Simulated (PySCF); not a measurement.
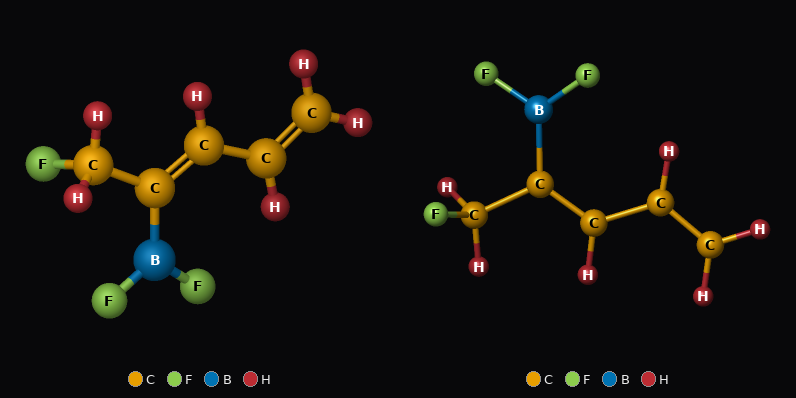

The same structure drawn twice, from different directions.

The computed structure is the end point of a GFN2-xTB optimisation. No frequency run is at hand to confirm it as a minimum.

Identify the structure.

Formula C₅H₆BF₃. As SMILES it reads `C=C/C=C(/CF)B(F)F`. It has no ring. Among its groups: alkene, C–F bond. The point group is C1. Coordination: 4 C trigonal planar; 1 C tetrahedral; 1 B trigonal planar.

The parts below concern this one geometry. Atoms keep their numbers from picture to picture.

Excitation

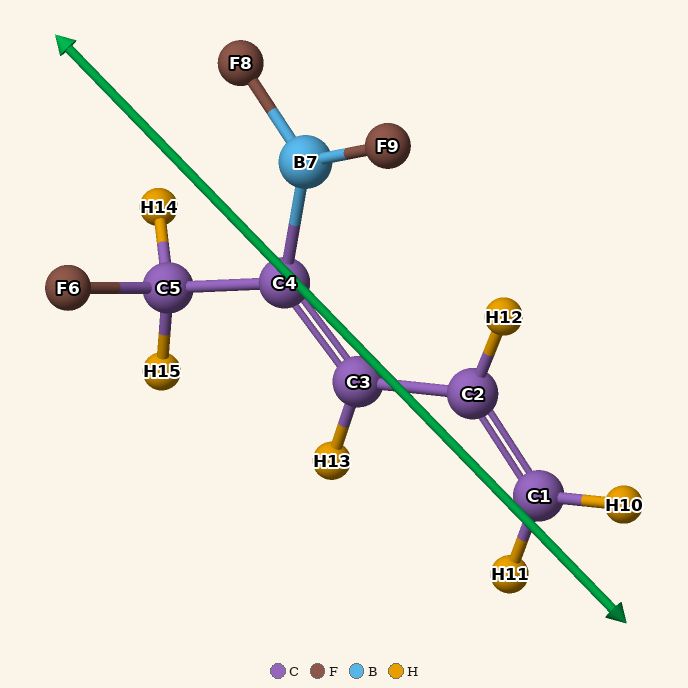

The double arrow shows the direction of the transition dipole to excited singlet state 1 (its length means nothing). No frequency run is at hand to confirm it as a minimum. Level of theory: TDDFT PBE0/def2-SVPD, vertical, gas phase, core orbitals frozen in the response (PySCF 2.14.0).

How is the transition polarised?

Nearly parallel to the C3–C4 bond.

Give its energy, strength and character.

5.10 eV (243 nm), oscillator strength 0.61, mainly HOMO → LUMO (weight 0.96); transition dipole 5.63 D.

NMR shielding

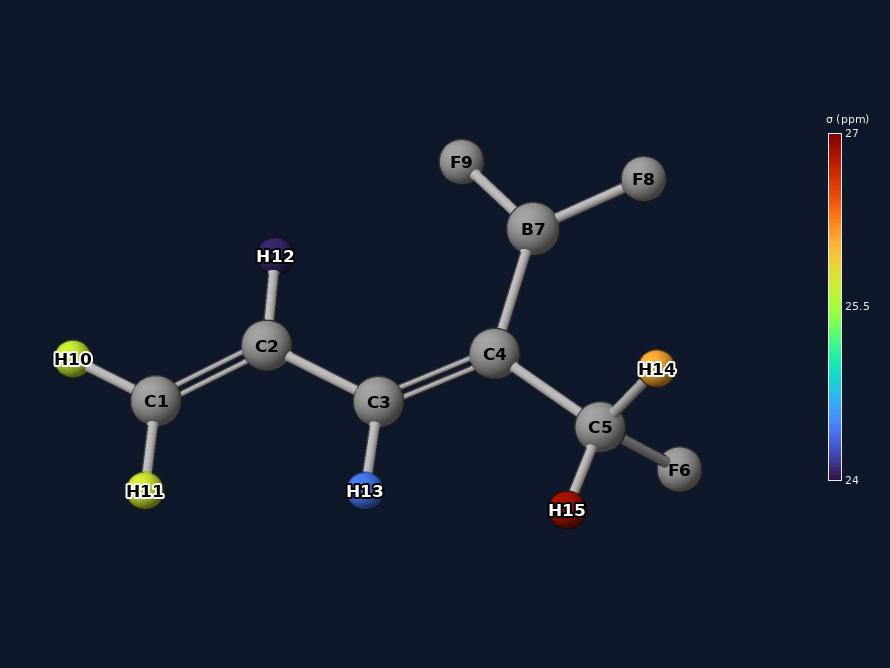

Atoms are coloured by their isotropic NMR shieldings (H only, the others grey). No frequency run is at hand to confirm it as a minimum. Method: GIAO PBE0/pcSseg-1 NMR shielding, non-relativistic, gas phase (PySCF 2.14.0).

Which H atom is the most shielded (lowest chemical shift)?

H15 (26.83 ppm).

Which H atom is the least shielded (highest chemical shift)?

H12 (24.09 ppm).

How wide is the range of H shifts?

2.74 ppm.

List the isotropic NMR shieldings of the H atoms.

| atom | σ (ppm) |
| --- | --- |
| H10 | 25.67 |
| H11 | 25.71 |
| H12 | 24.09 |
| H13 | 24.44 |
| H14 | 26.07 |
| H15 | 26.83 |

Quadrupole coupling

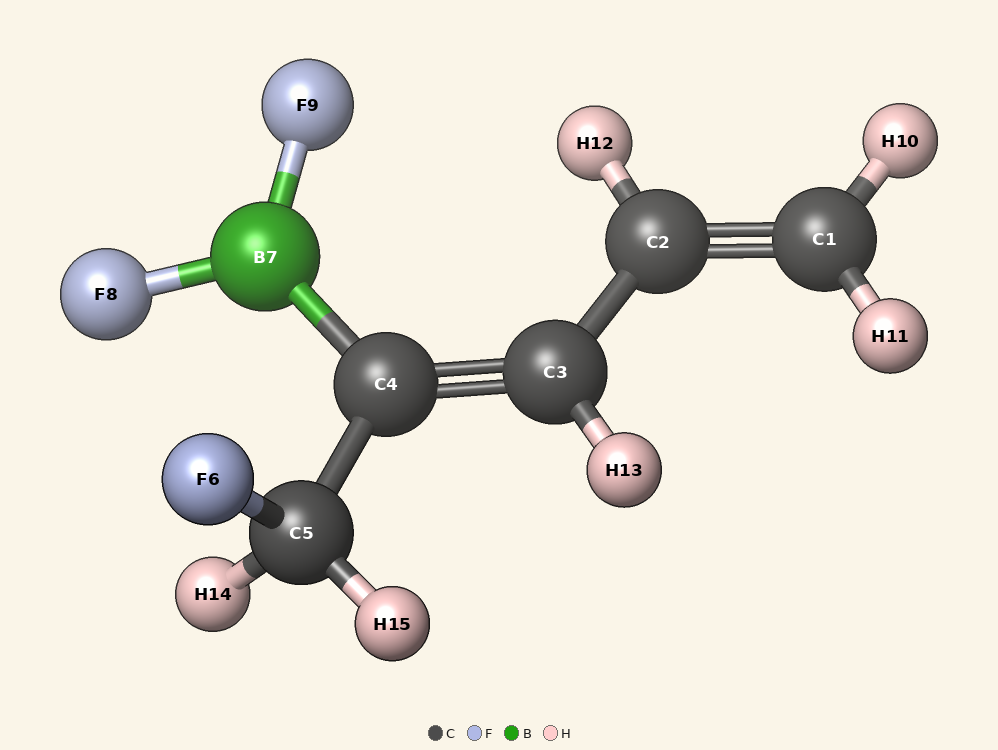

No frequency run is at hand to confirm it as a minimum. Electric field gradients from the ground-state density, PBE0/pcSseg-1 (PySCF 2.14.0), non-relativistic apart from any core potentials.

Give the largest field-gradient component, the quadrupole coupling constant and the asymmetry for 11B at B7 (Q = 40.59 mb), 2H at H10 (Q = 2.86 mb), 2H at H11 (Q = 2.86 mb).

```csv
atom,V_zz (a.u.),e²qQ/h (MHz),η
B7,0.348,3.32,0.67
H10,0.336,0.226,0.04
H11,0.332,0.223,0.05
```

Polarisability

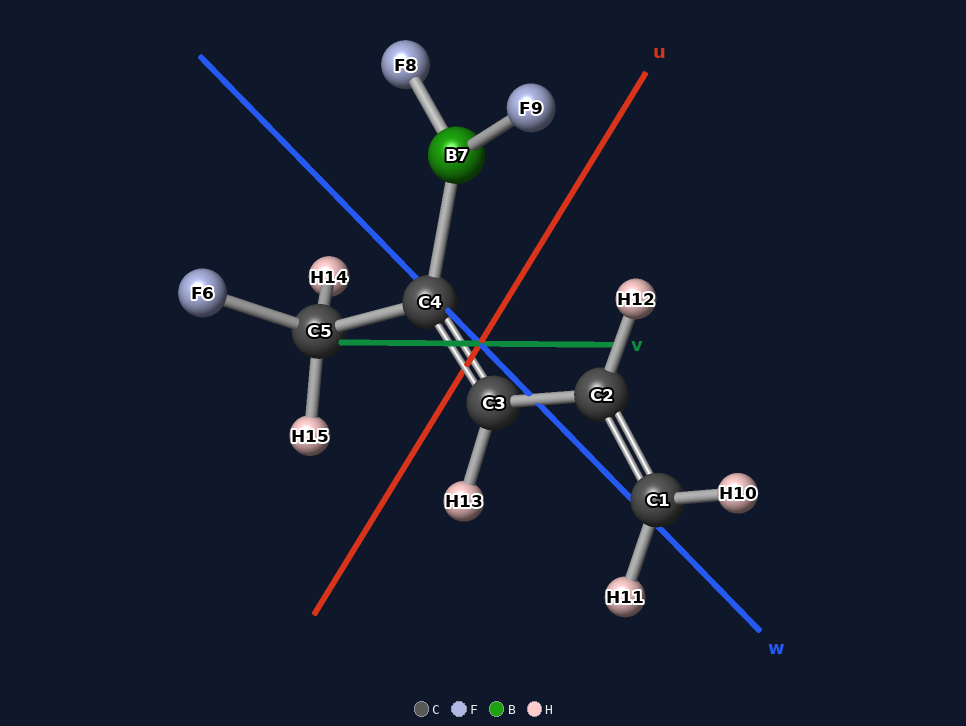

The lines u, v and w are the principal axes of the static dipole polarisability. No frequency run is at hand to confirm it as a minimum. Computed with PBE0/def2-SVPD (PySCF 2.14.0).

Along which axis is the molecule most polarisable, and along which least?

Most along w (close to the long direction C1···F8), least along v.

Give the three principal values.

u 70.2, v 51.6, w 125.1 bohr³; mean 82.3, anisotropy 66.2 bohr³.

The geometry is semi-empirical. Around B such bond lengths and angles can be off by a tenth of an ångström or more and by several degrees, and values that hang on the shape move with them.
